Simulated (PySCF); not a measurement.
```csv
atom,x (Å),y (Å),z (Å)
C,-1.1600,-0.8646,-0.3209
C,-0.2265,0.3124,-0.4815
F,-0.1120,0.6345,-1.8100
Cl,-0.9493,1.8036,0.3325
C,1.0214,0.2453,0.2115
C,2.2321,0.5812,0.3601
O,3.3400,0.7469,0.7010
H,-1.3067,-1.0804,0.7325
H,-0.7149,-1.7297,-0.8093
H,-2.1153,-0.6444,-0.7913
```

Geometry: GFN2-xTB.

Computed with PySCF 2.14.0, density-fitted response routines, UKS B3LYP, pcH-1 on C Cl F H O, non-relativistic, mean-field spin-orbit, GIAO.

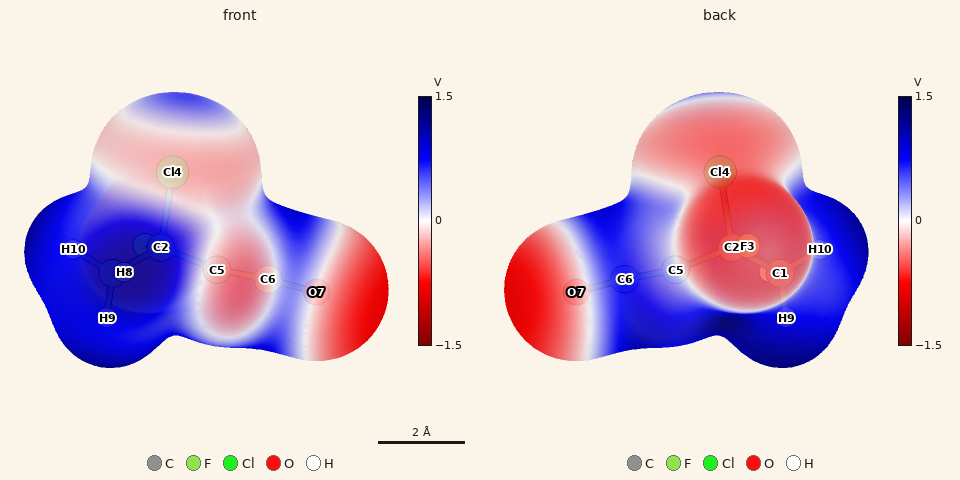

C$_{4}$H$_{3}$ClFO (doublet). The molecular electrostatic potential painted on the density surface at 0.002 e/bohr³, seen from the front and from behind; the colour scale runs from red (negative) to blue (positive).

Where is the surface potential most negative and most positive?

Answer. The most negative region (about −0.8 V, or −18 kcal/mol for a unit charge) lies over O7, the most positive (about +1.3 V, or +30 kcal/mol for a unit charge) over C1, C2, C5 and H9. Cl4 shows a σ-hole: about +0.6 V, or +14 kcal/mol for a unit charge at the tip opposite its bond, against about −0.1 V on its flanks.
